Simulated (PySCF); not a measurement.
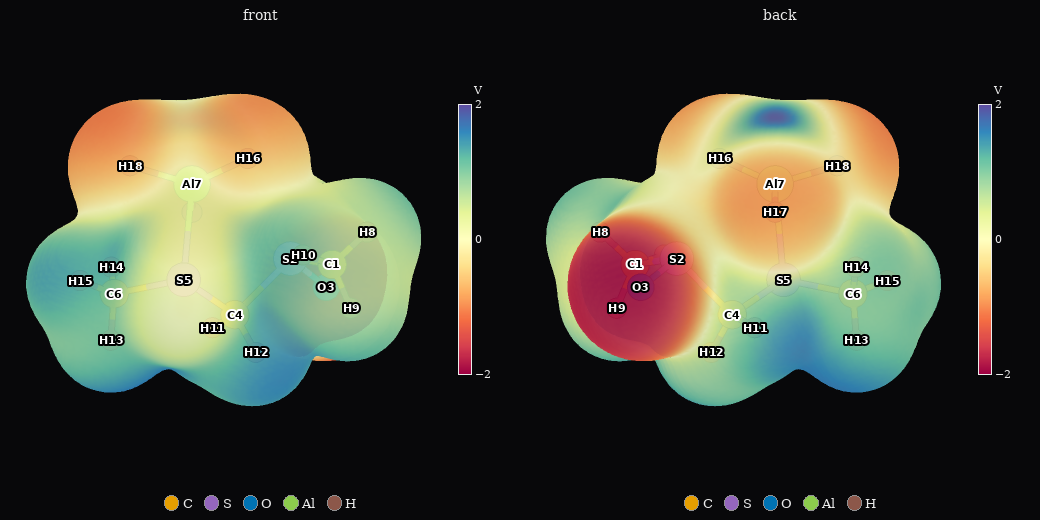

C$_{3}$H$_{11}$AlOS$_{2}$. The molecular electrostatic potential painted on the density surface at 0.002 e/bohr³, seen from the front and from behind; red is negative and blue positive.

Geometry: GFN2-xTB.

All numbers below come from PySCF 2.14.0, PBE0/pcSseg-1, SCF density, gas phase, non-relativistic.

```yaml
atoms:
  - { symbol: C, position_ang: [2.4714, -0.5166, 0.6103] }
  - { symbol: S, position_ang: [1.1226, 0.6363, 1.0655] }
  - { symbol: O, position_ang: [1.7713, 1.9087, 1.3565] }
  - { symbol: C, position_ang: [0.4866, 0.8202, -0.6678] }
  - { symbol: S, position_ang: [-0.4888, -0.6563, -1.0426] }
  - { symbol: C, position_ang: [-2.0685, 0.0722, -1.5391] }
  - { symbol: Al, position_ang: [-1.3023, -0.8130, 1.3086] }
  - { symbol: H, position_ang: [2.9646, -0.8105, 1.5305] }
  - { symbol: H, position_ang: [3.1740, -0.0060, -0.0378] }
  - { symbol: H, position_ang: [2.0348, -1.3831, 0.1260] }
  - { symbol: H, position_ang: [-0.1501, 1.7007, -0.6796] }
  - { symbol: H, position_ang: [1.3064, 0.9305, -1.3734] }
  - { symbol: H, position_ang: [-1.8888, 0.8214, -2.3038] }
  - { symbol: H, position_ang: [-2.5661, 0.5018, -0.6658] }
  - { symbol: H, position_ang: [-2.6690, -0.7366, -1.9447] }
  - { symbol: H, position_ang: [-0.1162, -1.6230, 1.9366] }
  - { symbol: H, position_ang: [-1.5246, 0.7442, 1.4798] }
  - { symbol: H, position_ang: [-2.5659, -1.5847, 0.8291] }
```

**Where is the surface potential most negative and most positive?**

The most negative region (about −1.9 V) lies over O3, the most positive (about +1.6 V) over the Al, C and H atoms. O3 is the likeliest acceptor of a hydrogen bond.
